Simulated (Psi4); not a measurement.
**wB97X/def2-TZVPPD run of AlH (SMILES [AlH])**

What is the vertical ionisation energy of AlH at wB97X/def2-TZVPPD? 

The results are computed with Psi4 1.11.

2 further runs of the same task are left out: 2 set aside as unsound or not needed.

## (1) The system as given

AlH has 2 atoms, charge 0, and is taken as a singlet. As SMILES, `[AlH]`. The coordinates come from a PBE0-D4/def2-TZVP relaxation.

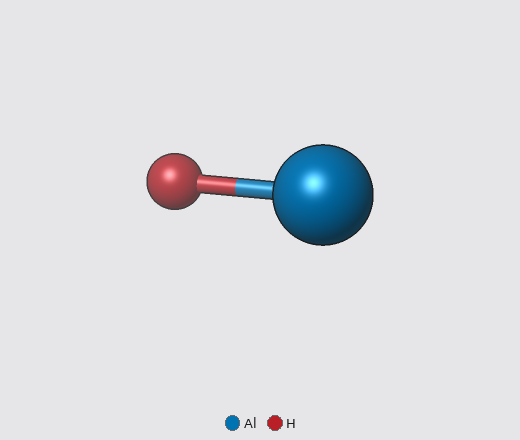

Viewed from a chosen angle; aluminium blue, hydrogen red.

## (2) A single-point energy at wB97X/def2-TZVPPD

The input, run.py:

```python
import psi4

psi4.set_memory(1600000000)
psi4.set_num_threads(1)
psi4.set_output_file('psi4.out', False)

mol = psi4.geometry("""
0 1
Al     0.000000     0.000000    -0.025640
H      0.000000     0.000000     1.639110
symmetry c1
""")

psi4.set_options({
    'basis': 'def2-TZVPPD',
    'puream': True,
    'e_convergence': 1e-09,
    'd_convergence': 1e-08,
    'scf_type': 'pk',
    'dft_radial_points': 99,
    'dft_spherical_points': 590,
})

E, wfn = psi4.energy("wb97x", return_wfn=True)
psi4.oeprop(wfn, "LOWDIN_CHARGES", "DIPOLE", "MAYER_INDICES", title="WB97X")
print('E =', round(E, 9))
for k, v in sorted(psi4.core.scalar_variables().items()):
    print(f'{k:45s} {v:18.10f}')
```

Launch:

```sh
$ python run.py
```

psi4.out:

```text
[...]
  Running in c1 symmetry.
[...]
  Nuclear repulsion =    4.132334427817990
[...]
  Multiplicity = 1
[...]
  Nalpha       = 7
  Nbeta        = 7
[...]
    Number of basis functions: 65
[...]
   @RKS iter   1:  -242.96057235418908   -5.22022e-01   2.87158e-03 ADIIS/DIIS
[...]
   @RKS iter   9:  -242.96893455643726   -1.62856e-11   6.38080e-09 DIIS
[...]
    Orbital Energies [Eh]
    ---------------------
    Doubly Occupied:
       1A    -56.055000     2A     -4.248590     3A     -2.800287
       4A     -2.800287     5A     -2.791787     6A     -0.470987
       7A     -0.293085
[...]
  @RKS Final Energy:  -242.96893455643726
   => Energetics <=
    Nuclear Repulsion Energy =              4.1323344278179901
    One-Electron Energy =                -345.6557908562188004
    Two-Electron Energy =                 112.7319712870362025
    DFT Exchange-Correlation Energy =     -14.1774494150726245
    Empirical Dispersion Energy =           0.0000000000000000
    VV10 Nonlocal Energy =                  0.0000000000000000
    Total Energy =                       -242.9689345564372616
[...]
 Multipole Moments:
 ------------------------------------------------------------------------------------
     Multipole            Electronic (a.u.)      Nuclear  (a.u.)        Total (a.u.)
 ------------------------------------------------------------------------------------
 L = 1.  Multiply by 2.5417464519 to convert [e a0] to [Debye]
 Dipole X            :          0.0000000            0.0000000            0.0000000
 Dipole Y            :         -0.0000000            0.0000000           -0.0000000
 Dipole Z            :         -1.5885769            1.5600499           -0.0285270
 Magnitude           :                                                    0.0285270
[...]
```

Standard output:

```text
E = -242.968934556
CURRENT ENERGY                                   -242.9689345564
CURRENT REFERENCE ENERGY                         -242.9689345564
DD SOLVATION ENERGY                                 0.0000000000
DFT FUNCTIONAL TOTAL ENERGY                      -242.9689345564
DFT TOTAL ENERGY                                 -242.9689345564
DFT VV10 ENERGY                                     0.0000000000
DFT XC ENERGY                                     -14.1774494151
GRID ELECTRONS ALPHA                                6.9999999962
GRID ELECTRONS BETA                                 6.9999999962
GRID ELECTRONS TOTAL                               13.9999999923
NUCLEAR REPULSION ENERGY                            4.1323344278
ONE-ELECTRON ENERGY                              -345.6557908562
PCM POLARIZATION ENERGY                             0.0000000000
PE ENERGY                                           0.0000000000
SCF ITERATION ENERGY                             -242.9689345564
SCF ITERATIONS                                      9.0000000000
SCF TOTAL ENERGY                                 -242.9689345564
TWO-ELECTRON ENERGY                               112.7319712870
XC GRID RADIAL POINTS                              99.0000000000
XC GRID SPHERICAL POINTS                          590.0000000000
XC GRID TOTAL POINTS                           113062.0000000000
```

Wall time 3.3 s (1 thread of Intel Xeon 6975P-C (Granite Rapids), shared host); peak memory 0.46 GiB.

## (3) The doublet cation, same level

The input, alh.in:

```
memory 1600 MB

molecule {
  1 2
  Al
  H 1 1.66475
  units angstrom
  symmetry c1
  no_reorient
  no_com
}

set basis def2-TZVPPD
set reference uks
set puream true
set e_convergence 1e-09
set d_convergence 1e-08
set scf_type pk
set dft_radial_points 99
set dft_spherical_points 590
set maxiter 100

energy("wb97x")
print_variables()
```

Launch:

```sh
$ psi4 -n 1 alh.in alh.out
```

alh.out:

```text
[...]
  Running in c1 symmetry.
[...]
  Nuclear repulsion =    4.132334427817991
[...]
  Multiplicity = 2
[...]
  Nalpha       = 7
  Nbeta        = 6
[...]
    Number of basis functions: 65
[...]
   @UKS iter   1:  -242.63601297312334   -1.97463e-01   2.78556e-03 ADIIS/DIIS
[...]
   @UKS iter  11:  -242.66565417793473   -4.86011e-12   4.30591e-09 DIIS
[...]
   @S^2 Observed:                7.593211609E-01
[...]
    Orbital Energies [Eh]
    ---------------------
    Alpha Occupied:
       1A    -56.383541     2A     -4.572644     3A     -3.123369
       4A     -3.123369     5A     -3.118142     6A     -0.768072
       7A     -0.597479
    Alpha Virtual:
       8A     -0.232826     9A     -0.232826    10A     -0.113248
      11A     -0.087697    12A     -0.048881    13A     -0.048881
      14A     -0.040386    15A     -0.040386    16A     -0.006750
      17A      0.020876    18A      0.072978    19A      0.072978
      20A      0.082636    21A      0.082636    22A      0.107522
      23A      0.107522    24A      0.123881    25A      0.166328
[...]
  @UKS Final Energy:  -242.66565417793473
   => Energetics <=
    Nuclear Repulsion Energy =              4.1323344278179910
    One-Electron Energy =                -341.3121482681509633
    Two-Electron Energy =                 108.5907011923177379
    DFT Exchange-Correlation Energy =     -14.0765415299194618
    Empirical Dispersion Energy =           0.0000000000000000
    VV10 Nonlocal Energy =                  0.0000000000000000
    Total Energy =                       -242.6656541779347265
[...]
 Multipole Moments:
 ------------------------------------------------------------------------------------
     Multipole            Electronic (a.u.)      Nuclear  (a.u.)        Total (a.u.)
 ------------------------------------------------------------------------------------
 L = 1.  Multiply by 2.5417464519 to convert [e a0] to [Debye]
 Dipole X            :         -0.0000000            0.0000000           -0.0000000
 Dipole Y            :          0.0000000            0.0000000            0.0000000
 Dipole Z            :         -1.6616953            1.5600499           -0.1016455
 Magnitude           :                                                    0.1016455
[...]
```

Wall time 4.8 s (1 thread of Intel Xeon 6975P-C (Granite Rapids), shared host); peak memory 0.46 GiB.

## (4) What came out

Level: wB97X/def2-TZVPPD.

```
                                          quantity          value
                         singlet AlH: total energy  -242.96893 Eh
                        singlet AlH: dipole moment         0.07 D
                          singlet AlH: HOMO energy       -7.98 eV
                          singlet AlH: LUMO energy        0.11 eV
                        singlet AlH: HOMO–LUMO gap        8.08 eV
                      doublet cation: total energy  -242.66565 Eh
doublet cation: HOMO energy (highest over α and β)      -16.26 eV
 doublet cation: LUMO energy (lowest over α and β)       -8.97 eV
                              doublet cation: ⟨S²⟩          0.759
vertical ionisation energy (to the doublet cation)       8.253 eV
```

**Reading.** The vertical ionisation energy comes to 8.25 eV (796 kJ/mol). −ε(HOMO) before ionisation, 7.98 eV, is 0.28 eV below this ionisation energy.
